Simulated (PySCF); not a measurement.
# WFOH: relaxation and vibrations of the triplet

The task is one start of a wider search on WFOH: the triplet, from a bent start. It is relaxed, tested by its Hessian and followed downhill if it is a saddle.

The runs use PySCF 2.14.0; PBE0, basis W def2-TZVP with ECP60, F def2-TZVP, O def2-TZVP, H def2-TZVP, scalar-relativistic core potentials, no spin–orbit coupling, density fitting.

## Step 1: The system as given

4 atoms, charge 0, spin multiplicity 3.

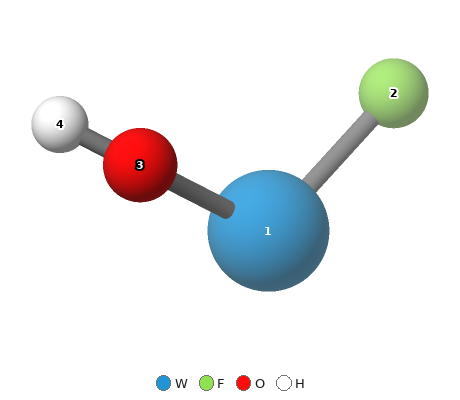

The starting geometry (tungsten blue, fluorine green, oxygen red, hydrogen white); atoms are numbered from 1 in the order of the file.

```xyz
4
charge 0 multiplicity 3
W     0.0000    0.0000    0.0000
F     1.6465    0.0000    1.1529
O    -1.6383    0.0000    1.1472
H    -2.1438    0.7354    1.5011
```

## Step 2: The SCF at the typed geometry

One driver script runs all steps and calls PySCF; scf.py shows how it sets up the SCF of each step. The optimiser is the driver's own. After this first run the driver tries any further starts and a stability analysis.

scf.py

```python
from pyscf import gto, scf, dft
mol = gto.M(atom='''
W      0.000000     0.000000     0.000000
F      1.646500     0.000000     1.152900
O     -1.638300     0.000000     1.147200
H     -2.143800     0.735400     1.501100''',
    basis={'W': 'def2-TZVP', 'F': 'def2-TZVP', 'O': 'def2-TZVP', 'H': 'def2-TZVP'},
    ecp={'W': 'def2-TZVP'},
    charge=0, spin=2)
mf = dft.UKS(mol, xc='PBE0')
mf.grids.atom_grid = (50, 194)
aux = {'W': 'def2-universal-JKFIT', 'F': 'def2-universal-JKFIT', 'O': 'def2-universal-JKFIT', 'H': 'def2-universal-JKFIT'}
mf = mf.density_fit(auxbasis=aux)
mf.conv_tol = 1e-08
mf.diis_space = 10
mf.max_cycle = 60
mf.init_guess = 'minao'
mf.verbose = 4
mf.kernel()
```

Command:

```sh
OMP_NUM_THREADS=4 python axn.py task.json out
```

Further steps of the session: Relaxation: bent start, triplet; Frequencies.

Before running it: what results should come out? Wanted: minimum; geometry; wavenumbers; dipole moment; highest occupied, lowest empty level; polar-tensor charge of W1; zero-point energy; atomisation energy; ⟨S²⟩.

The runs gave:

```
                                          quantity                                                              value
                                           minimum                                                       triplet, C∞v
                                          geometry  O–H 0.955 Å, W–F 1.836 Å, W–O 1.807 Å; F–W–O 180.0°, H–O–W 180.0°
                                wavenumbers (cm⁻¹)                     69 (π), 513 (π), 712 (σ+), 822 (σ+), 3972 (σ+)
                                     dipole moment                                                             3.22 D
highest occupied, lowest empty level (either spin)                                                    -5.35, -2.13 eV
                         polar-tensor charge of W1                                                            +0.79 e
                                 zero-point energy                                                        39.9 kJ/mol
                               entropy at 298.15 K                                                    296.7 J/(mol K)
         atomisation energy (no zero-point energy)                                                        1460 kJ/mol
                                              ⟨S²⟩                                                              2.015
```

**Reading.** The bent start (C1) ends in a minimum of C∞v symmetry. The strongest infrared band lies at 3972 cm⁻¹ (σ+). Most of the spin sits on W1 (Mulliken spin 2.11, against 2 for the whole molecule). The first SCF alone would have been 49 kJ/mol too high. Other starts or spin states, not run here, may lie lower. One determinant may miss the lowest occupation of an open d or f shell. Spin–orbit coupling, left out here, can matter for elements this heavy.
